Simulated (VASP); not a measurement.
# Driving VASP from ASE on BiRh, part 2 of 3

Do ASE scripts that read BiRh from different structure formats give one answer, and do several routes find one equilibrium volume? All runs use PBEsol. Left out of this account: 1 further run (fields: a reference on another mesh). The start is a cell from a database of measured crystal structures.

VASP 6.6.1; PBEsol; plane waves and PAW (Bi_d, Rh_pv).

So far. Step 2 (Self-consistent run (PBEsol, through ASE)): The pressure is 0.11 GPa and the largest force 0.000 eV/Å. Step 3 (Total energy, forces and stress (PBEsol, through ASE)): The energy lies +1.90 meV an atom from the first script, on another mesh.

**4. Full relaxation (PBEsol, through ASE)**

Properties are meant for the cell that this level of theory prefers, so cell and atoms are relaxed first (ISIF = 3) until forces and stress are small; EDIFFG sets the threshold.

run.py reads:

```python
import numpy as np
from ase.calculators.vasp import Vasp
from ase.io import read

atoms = read('BiRh.cif')

calc = Vasp(
    xc='pbesol',
    pp='PBE',
    prec='Accurate',
    encut=400,
    ediff=1e-06,
    nelm=100,
    ismear=-1,
    sigma=0.05,
    lreal=False,
    algo='Normal',
    nbands=37,
    lasph=True,
    lorbit=11,
    lwave=False,
    lcharg=False,
    kpar=4,
    ibrion=2,
    nsw=60,
    isif=3,
    ediffg=-0.01,
    pp_version='64',
    setups={'Bi': '_d', 'Rh': '_pv'},
    kpts=(9, 9, 6),
    gamma=True,
    txt='vasp.out',
)
atoms.calc = calc

print("energy (eV):", round(atoms.get_potential_energy(), 6))
print("Fermi level (eV):", round(calc.get_fermi_level(), 4))
print("forces (eV/A):")
print(np.round(atoms.get_forces(), 4))
print("stress (GPa, Voigt, tension positive):", np.round(atoms.get_stress() * 160.21766, 3))
print("cell (A, degrees):", np.round(atoms.cell.cellpar(), 4))
print("volume (A^3):", round(atoms.get_volume(), 4))
print("positions:")
print(np.round(atoms.get_scaled_positions(), 5))
```

BiRh.cif reads:

```cif
data_BiRh
_cell_length_a 4.09400000
_cell_length_b 4.09400000
_cell_length_c 5.66300000
_cell_angle_alpha 90.00000000
_cell_angle_beta 90.00000000
_cell_angle_gamma 120.00000000
_space_group_name_H-M_alt 'P1'
_space_group_name_Hall 'P 1'
_space_group_IT_number 1
loop_
_space_group_symop_operation_xyz
'x,y,z'
loop_
_atom_site_label
_atom_site_type_symbol
_atom_site_symmetry_multiplicity
_atom_site_Wyckoff_symbol
_atom_site_fract_x
_atom_site_fract_y
_atom_site_fract_z
_atom_site_occupancy
Bi1 Bi 1 a 0.3333333333 0.6666666667 0.2500000000 1
Bi2 Bi 1 a 0.6666666667 0.3333333333 0.7500000000 1
Rh1 Rh 1 a 0.0000000000 0.0000000000 0.0000000000 1
Rh2 Rh 1 a 0.0000000000 0.0000000000 0.5000000000 1
```

PAW data sets: Bi_d and Rh_pv (PBE family, release 64).

Launch:

```bash
$ export ASE_VASP_COMMAND="mpirun -np 4 vasp_std"
$ python run.py
```

The log of the run:

```text
energy (eV): -25.525125
Fermi level (eV): 9.8079
forces (eV/A):
[[-0. -0.  0.]
 [ 0.  0.  0.]
 [-0. -0.  0.]
 [ 0. -0.  0.]]
stress (GPa, Voigt, tension positive): [ 0.015  0.015 -0.009  0.    -0.     0.   ]
cell (A, degrees): [  4.1087   4.1087   5.6287  90.      90.     120.    ]
volume (A^3): 82.289
positions:
[[0.33333 0.66667 0.25   ]
 [0.66667 0.33333 0.75   ]
 [0.      0.      0.     ]
 [0.      0.      0.5    ]]
```

Elapsed: 2.1 min, on 4 MPI ranks of Intel Xeon Platinum 8488C (Sapphire Rapids), shared host; peak memory 0.9 GiB.

ASE turned this into the INCAR:

```
ENCUT = 400.000000
SIGMA = 0.050000
EDIFF = 1.00e-06
EDIFFG = -1.00e-02
ALGO = Normal
GGA = PS
PREC = Accurate
IBRION = 2
ISIF = 3
ISMEAR = -1
KPAR = 4
LORBIT = 11
NBANDS = 37
NELM = 100
NSW = 60
LASPH = .TRUE.
LCHARG = .FALSE.
LWAVE = .FALSE.
LREAL = .FALSE.
```

The KPOINTS that ASE wrote:

```
KPOINTS created by Atomic Simulation Environment
0
Gamma
9 9 6
0 0 0
```

vasp.out:

```text
[... set-up lines as in an earlier step ...]
 entering main loop
       N       E                     dE             d eps       ncg     rms          rms(c)
DAV:   1     0.710884067784E+03    0.71088E+03   -0.29259E+04  3696   0.177E+03
DAV:   2     0.371963571464E+02   -0.67369E+03   -0.65849E+03  3618   0.548E+02
DAV:   3    -0.233604038176E+02   -0.60557E+02   -0.58233E+02  3957   0.174E+02
DAV:   4    -0.258433095342E+02   -0.24829E+01   -0.24688E+01  3978   0.365E+01
DAV:   5    -0.259525893289E+02   -0.10928E+00   -0.10926E+00  4926   0.750E+00    0.943E+00
DAV:   6    -0.256349351821E+02    0.31765E+00   -0.65889E-01  3980   0.688E+00    0.435E+00
DAV:   7    -0.255612307992E+02    0.73704E-01   -0.25873E-01  4426   0.416E+00    0.226E+00
DAV:   8    -0.255355396330E+02    0.25691E-01   -0.12110E-01  4056   0.244E+00    0.308E-01
DAV:   9    -0.255342515363E+02    0.12881E-02   -0.11004E-02  4305   0.103E+00    0.652E-02
DAV:  10    -0.255341916960E+02    0.59840E-04   -0.41900E-04  4346   0.215E-01    0.301E-02
DAV:  11    -0.255342037840E+02   -0.12088E-04   -0.44840E-05  4610   0.449E-02    0.585E-03
DAV:  12    -0.255342031386E+02    0.64541E-06   -0.59204E-06  3740   0.203E-02
   1 F= -.25534203E+02 E0= -.25523067E+02  d E =-.255342E+02
 curvature:   0.00 expect dE= 0.000E+00 dE for cont linesearch  0.000E+00
 trial: gam= 0.00000 g(F)=  0.522E-46 g(S)=  0.297E-02 ort = 0.000E+00 (trialstep = 0.100E+01)
 search vector abs. value=  0.297E-02
 bond charge predicted
       N       E                     dE             d eps       ncg     rms          rms(c)
DAV:   1    -0.255606039945E+02   -0.26400E-01   -0.80999E-01  3877   0.638E+00    0.953E-01
DAV:   2    -0.255428483485E+02    0.17756E-01   -0.64561E-02  3800   0.211E+00    0.513E-01
DAV:   3    -0.255377951188E+02    0.50532E-02   -0.13137E-02  3990   0.954E-01    0.258E-01
DAV:   4    -0.255359719417E+02    0.18232E-02   -0.43567E-03  4390   0.547E-01    0.501E-02
DAV:   5    -0.255359717379E+02    0.20381E-06   -0.56798E-04  4116   0.177E-01    0.177E-02
DAV:   6    -0.255359696105E+02    0.21274E-05   -0.46057E-05  4658   0.476E-02    0.707E-03
DAV:   7    -0.255359704635E+02   -0.85298E-06   -0.56314E-06  3798   0.181E-02
   2 F= -.25535970E+02 E0= -.25524928E+02  d E =-.176732E-02
[...]
3 F= -.25536037E+02 E0= -.25525009E+02  d E =-.183351E-02
[...]
4 F= -.25536037E+02 E0= -.25525012E+02  d E =-.183385E-02
[...]
5 F= -.25535913E+02 E0= -.25524975E+02  d E =0.124433E-03
 trial-energy change:    0.000124  1 .order    0.000131   -0.000415    0.000677
 step:   0.4084(harm=  0.4000)  dis= 0.00000  next Energy=   -25.536118 (dE=-0.810E-04)
 bond charge predicted
       N       E                     dE             d eps       ncg     rms          rms(c)
DAV:   1    -0.255423463184E+02   -0.64341E-02   -0.12108E-01  3942   0.356E+00    0.563E-01
DAV:   2    -0.255378734572E+02    0.44729E-02   -0.33846E-02  3642   0.146E+00    0.246E-01
DAV:   3    -0.255362949928E+02    0.15785E-02   -0.46558E-03  3844   0.589E-01    0.815E-02
DAV:   4    -0.255361254849E+02    0.16951E-03   -0.92875E-04  4571   0.275E-01    0.195E-02
DAV:   5    -0.255361217243E+02    0.37605E-05   -0.72672E-05  4196   0.791E-02    0.143E-02
DAV:   6    -0.255361168889E+02    0.48354E-05   -0.13843E-05  4374   0.324E-02    0.238E-03
DAV:   7    -0.255361167975E+02    0.91459E-07   -0.98353E-07  2123   0.833E-03
   6 F= -.25536117E+02 E0= -.25525125E+02  d E =-.798078E-04
 curvature:  -0.23 expect dE=-0.403E-06 dE for cont linesearch -0.119E-09
 trial: gam=-0.02201 g(F)=  0.600E-48 g(S)=  0.175E-05 ort = 0.486E-06 (trialstep = 0.923E+00)
 search vector abs. value=  0.195E-05
 reached required accuracy - stopping structural energy minimisation
```

OUTCAR, selected parts (step 4):

```text
 Found     48 irreducible k-points:

   NELECT =      60.0000    total number of electrons

 E-fermi :   9.8079

 k-point     1 :       0.0000    0.0000    0.0000
  band No.  band energies     occupation
    ...
     24       7.0866      2.00000
     25       7.8123      2.00000
     26       7.8123      2.00000
     27       8.8590      2.00000
     28       8.8590      2.00000
     29      11.1113      0.00000
     30      11.1113      0.00000
     31      11.2419      0.00000
     32      13.1157      0.00000
     33      13.1669      0.00000
    ...

 k-point     2 :       0.1111   -0.0000    0.0000
  band No.  band energies     occupation
    ...
     24       7.0106      2.00000
     25       7.6300      2.00000
     26       7.8538      2.00000
     27       8.8298      2.00000
     28       8.8641      2.00000
     29      10.1373      0.00275
     30      10.8506      0.00000
     31      11.1520      0.00000
     32      12.5769      0.00000
     33      13.3093      0.00000
    ...

  Total       -0.0078746     -0.0078746      0.0045820      0.0000000      0.0000000      0.0000000
  in kB       -0.1533189     -0.1533189      0.0892124      0.0000000      0.0000000      0.0000000
  external PRESSURE =      -0.0724751 kB  Pullay stress =       0.0000000 kB

  energy-cutoff  :      400.00
  volume of cell :       82.29
      direct lattice vectors                 reciprocal lattice vectors
     4.108675812  0.000000000  0.000000000     0.243387419  0.140519792 -0.000000000
    -2.054337906  3.558217629 -0.000000000    -0.000000000  0.281039583  0.000000000
     0.000000000 -0.000000000  5.628690009    -0.000000000 -0.000000000  0.177661232

 POSITION                                       TOTAL-FORCE (eV/Angst)
 -----------------------------------------------------------------------------------
     -0.00000      2.37215      1.40717        -0.000000     -0.000000      0.000000
      2.05434      1.18607      4.22152         0.000000      0.000000      0.000000
      0.00000      0.00000      0.00000        -0.000000     -0.000000      0.000000
      0.00000     -0.00000      2.81435         0.000000     -0.000000      0.000000
 -----------------------------------------------------------------------------------
    total drift:                                0.000000     -0.000000      0.000000

  FREE ENERGIE OF THE ION-ELECTRON SYSTEM (eV)
  ---------------------------------------------------
  free  energy   TOTEN  =       -25.5361167975 eV

  energy  without entropy=      -25.5141341839  energy(sigma->0) =      -25.52512549

 reached required accuracy - stopping structural energy minimisation

 total charge
# of ion       s       p       d       tot
------------------------------------------
    1        1.441   1.449   9.983  12.872
    2        1.441   1.449   9.983  12.872
    3        0.343   6.211   7.357  13.910
    4        0.343   6.211   7.357  13.910
--------------------------------------------------
tot          3.567  15.320  34.679  53.565

[... 7 parts as in an earlier step ...]

[... 6 further parts left out ...]
```

CONTCAR:

```
Bi Rh
   1.00000000000000
     4.1086758122721960    0.0000000000000000    0.0000000000000000
    -2.0543379061360971    3.5582176293423848   -0.0000000000000000
     0.0000000000000000   -0.0000000000000000    5.6286900092120398
  Bi              Rh
     2     2
Direct
     0.3333333332999970    0.6666666667000030    0.2500000000000000
     0.6666666667000030    0.3333333332999970    0.7500000000000000
     0.0000000000000000    0.0000000000000000    0.0000000000000000
     0.0000000000000000    0.0000000000000000    0.5000000000000000
```

The run keeps the 24 symmetry operations of its start, so it cannot find a distortion of lower symmetry.

Relaxation path:

| step | energy less that of the first step (eV) | largest force (eV/Å) | pressure (GPa) | volume (Å³) |
| --- | --- | --- | --- | --- |
| 1 | 0.0000 | 0.0000 | 0.11 | 82.20 |
| 2 | -0.0018 | 0.0000 | -0.16 | 82.36 |
| 3 | -0.0018 | 0.0000 | -0.18 | 82.40 |
| 4 | -0.0018 | 0.0000 | -0.20 | 82.41 |
| 5 | -0.0017 | 0.0000 | 0.31 | 82.11 |
| 6 | -0.0019 | 0.0000 | -0.01 | 82.29 |

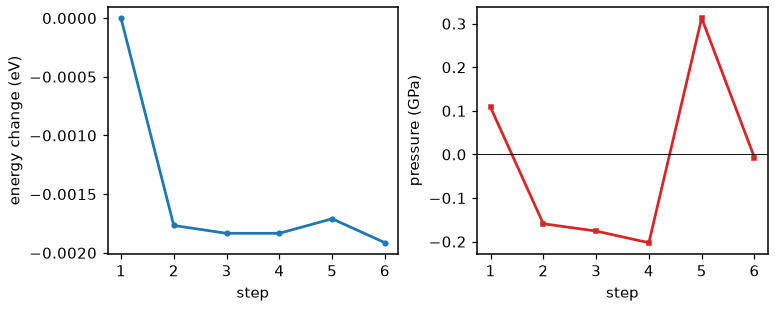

Energy and pressure along the relaxation.

| conventional cell, symmetrised | before | after | change |
| --- | --- | --- | --- |
| a (Å) | 4.094 | 4.109 | +0.4 % |
| b (Å) | 4.094 | 4.109 | +0.4 % |
| c (Å) | 5.663 | 5.629 | -0.6 % |
| volume (Å³/atom) | 20.55 | 20.57 | +0.1 % |

Final coordinates:

```
Bi Rh
1.0
     4.10868    0.00000    0.00000
    -2.05434    3.55822    0.00000
     0.00000    0.00000    5.62869
Bi Rh
2 2
Direct
  0.33333 0.66667 0.25000
  0.66667 0.33333 0.75000
  0.00000 0.00000 0.00000
  0.00000 0.00000 0.50000
```

This step gave:

```
irreducible k-points            : 48
free energy (TOTEN)             : -25.54 eV
energy at zero smearing         : -25.53 eV
Fermi energy                    : 9.808 eV
pressure                        : -0.007248 GPa
SCF cycles over all ionic steps : 44
```

It ends with forces that vanish by symmetry and a pressure of -0.01 GPa.

**5. Energy against volume, from ASE (PBEsol)**

An ASE loop scales the volume and fits the energies, which gives the bulk modulus from energies alone.

run.py reads:

```python
import numpy as np
from ase.calculators.vasp import Vasp
from ase.io import read
from ase.eos import EquationOfState
from ase.units import GPa

atoms = read('BiRh.cif')

calc = Vasp(
    xc='pbesol',
    pp='PBE',
    prec='Accurate',
    encut=400,
    ediff=1e-06,
    nelm=100,
    ismear=-1,
    sigma=0.05,
    lreal=False,
    algo='Normal',
    nbands=37,
    lasph=True,
    lorbit=11,
    lwave=False,
    lcharg=False,
    kpar=4,
    isif=2,
    pp_version='64',
    setups={'Bi': '_d', 'Rh': '_pv'},
    kpts=(9, 9, 6),
    gamma=True,
    txt='vasp.out',
)
atoms.calc = calc

cell, volumes, energies = atoms.get_cell(), [], []
for x in [0.94, 0.96, 0.98, 1.0, 1.02, 1.04, 1.06]:
    atoms.set_cell(cell * x ** (1 / 3), scale_atoms=True)
    volumes.append(atoms.get_volume())
    energies.append(atoms.get_potential_energy())
    print(f"{x:.2f}  V = {volumes[-1]:.4f} A^3  E = {energies[-1]:.6f} eV")
v0, e0, b0 = EquationOfState(volumes, energies, eos="birchmurnaghan").fit()
print(f"V0 = {v0:.4f} A^3  E0 = {e0:.6f} eV  B0 = {b0 / GPa:.2f} GPa")
```

BiRh.cif is that of step 4.

The log of the run:

```text
0.94  V = 77.2682 A^3  E = -25.362559 eV
0.96  V = 78.9122 A^3  E = -25.450240 eV
0.98  V = 80.5562 A^3  E = -25.502287 eV
1.00  V = 82.2002 A^3  E = -25.523067 eV
1.02  V = 83.8442 A^3  E = -25.516032 eV
1.04  V = 85.4882 A^3  E = -25.484399 eV
1.06  V = 87.1322 A^3  E = -25.430985 eV
V0 = 82.5776 A^3  E0 = -25.523787 eV  B0 = 132.09 GPa
```

The job ended after 3.5 min (4 MPI ranks; peak memory 0.9 GiB; 13 min of CPU time).

The INCAR that ASE wrote:

```
ENCUT = 400.000000
SIGMA = 0.050000
EDIFF = 1.00e-06
ALGO = Normal
GGA = PS
PREC = Accurate
ISIF = 2
ISMEAR = -1
KPAR = 4
LORBIT = 11
NBANDS = 37
NELM = 100
LASPH = .TRUE.
LCHARG = .FALSE.
LWAVE = .FALSE.
LREAL = .FALSE.
```

The KPOINTS that ASE wrote:

```
KPOINTS created by Atomic Simulation Environment
0
Gamma
9 9 6
0 0 0
```

VASP's own log, vasp.out (the last of its runs):

```text
[banner, memory and clock lines left out]
running    4 mpi-ranks, on    1 nodes
 distrk:  each k-point on    1 cores,    4 groups
 distr:  one band on    1 cores,    1 groups

 POSCAR found type information on POSCAR BiRh
 POSCAR found :  2 types and       4 ions
 [... a notice as in an earlier step ...]

 LDA part: xc-table for (Slater+PW92), standard interpolation
 POSCAR, INCAR and KPOINTS ok, starting setup
 FFT: planning ... GRIDC
 FFT: planning ... GRID_SOFT
 FFT: planning ... GRID
 WAVECAR not read
 WARNING: random wavefunctions but no delay for mixing, default for NELMDL
 entering main loop
       N       E                     dE             d eps       ncg     rms          rms(c)
DAV:   1     0.694964313026E+03    0.69496E+03   -0.29274E+04  3728   0.174E+03
DAV:   2     0.356046112598E+02   -0.65936E+03   -0.64462E+03  3642   0.535E+02
DAV:   3    -0.233565194223E+02   -0.58961E+02   -0.56680E+02  3958   0.171E+02
DAV:   4    -0.257461267936E+02   -0.23896E+01   -0.23721E+01  4072   0.356E+01
DAV:   5    -0.258507476589E+02   -0.10462E+00   -0.10460E+00  4817   0.730E+00    0.800E+00
DAV:   6    -0.255400223113E+02    0.31073E+00   -0.69098E-01  3982   0.686E+00    0.358E+00
DAV:   7    -0.254727106186E+02    0.67312E-01   -0.26109E-01  4389   0.395E+00    0.217E+00
DAV:   8    -0.254443202022E+02    0.28390E-01   -0.13462E-01  4151   0.252E+00    0.320E-01
DAV:   9    -0.254431211172E+02    0.11991E-02   -0.10817E-02  4195   0.101E+00    0.699E-02
DAV:  10    -0.254430562641E+02    0.64853E-04   -0.42741E-04  4291   0.212E-01    0.310E-02
DAV:  11    -0.254430703644E+02   -0.14100E-04   -0.46268E-05  4631   0.446E-02    0.617E-03
DAV:  12    -0.254430698998E+02    0.46461E-06   -0.61941E-06  3763   0.206E-02
   1 F= -.25443070E+02 E0= -.25430985E+02  d E =-.241691E-01
```

OUTCAR, selected parts (step 5):

```text
   ENCUT  =  400.0 eV  29.40 Ry    5.42 a.u.   6.81  6.81  9.42*2*pi/ulx,y,z

   NELECT =      60.0000    total number of electrons

 E-fermi :   8.9445

 k-point     1 :       0.0000    0.0000    0.0000
  band No.  band energies     occupation
    ...
     24       6.5069      2.00000
     25       7.1239      2.00000
     26       7.1239      2.00000
     27       8.0639      2.00000
     28       8.0639      2.00000
     29      10.2053      0.00000
     30      10.2132      0.00000
     31      10.2132      0.00000
     32      12.0901      0.00000
     33      12.2857      0.00000
    ...

  Total       -3.3648691     -3.3648691     -4.1233318     -0.0000000     -0.0000000      0.0000000
  in kB      -61.8728361    -61.8728361    -75.8193627     -0.0000000     -0.0000000      0.0000000
  external PRESSURE =     -66.5216783 kB  Pullay stress =       0.0000000 kB

 POSITION                                       TOTAL-FORCE (eV/Angst)
 -----------------------------------------------------------------------------------
     -0.00000      2.41003      1.44352        -0.000000      0.000000      0.000000
      2.08715      1.20502      4.33055         0.000000     -0.000000      0.000000
      0.00000      0.00000      0.00000         0.000000      0.000000      0.000000
      0.00000      0.00000      2.88703         0.000000      0.000000      0.000000
 -----------------------------------------------------------------------------------
    total drift:                                0.000000     -0.000000      0.000000

  FREE ENERGIE OF THE ION-ELECTRON SYSTEM (eV)
  ---------------------------------------------------
  free  energy   TOTEN  =       -25.4430698998 eV

  energy  without entropy=      -25.4189007842  energy(sigma->0) =      -25.43098534

[... 4 parts as in an earlier step ...]

[... 12 further parts left out ...]
```

This step gave:

- bulk modulus: 132.1 GPa
- equilibrium volume of the fit: 20.64 Å³/atom

The fitted volume lies +0.35 % from the relaxed one.

(Part 2 of 3 ends here.)

[Lines on the potential files, build, host, timing and source positions are cut from VASP's logs without a mark.]

[Logs are printed without paths, hosts, clocks, repeated set-up lines and the standing remarks that a program may print on its own settings, such as how far it seeks lower states.]

[Hosts, paths, dates, database ids (printed as entryN), source tags and the programs' standing remarks are cut or masked in the printed files.]

[A measured line is paired with the nearest computed mode of its activity, which favours agreement.]
